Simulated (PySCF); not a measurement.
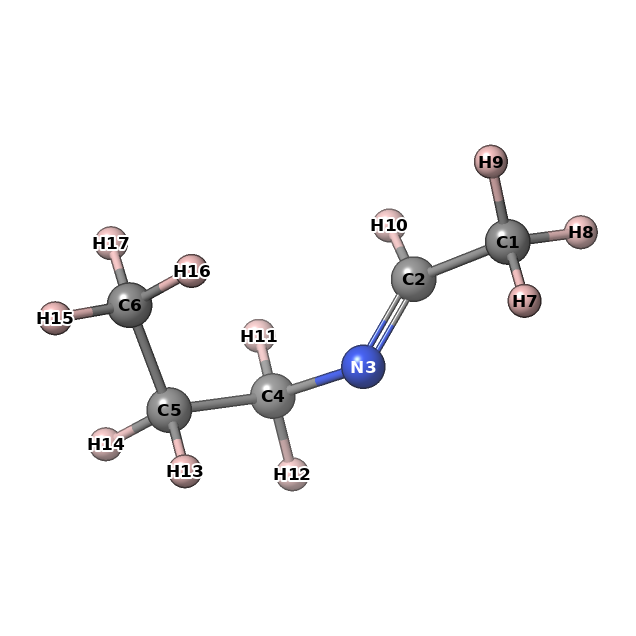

Depth is shown by fading: the farther an atom, the more it takes the colour of the background. The computed structure is the end point of a PBE0-D3(BJ)/def2-SVP optimisation. No frequency run is at hand to confirm it as a minimum.

Find the stereocentres and stereogenic double bonds.

Answer. Double bonds: C2=N3.

Give the R/S and E/Z labels.

Answer. C2=N3: E.

Write the isomeric SMILES.

Answer. C/C=N/CCC
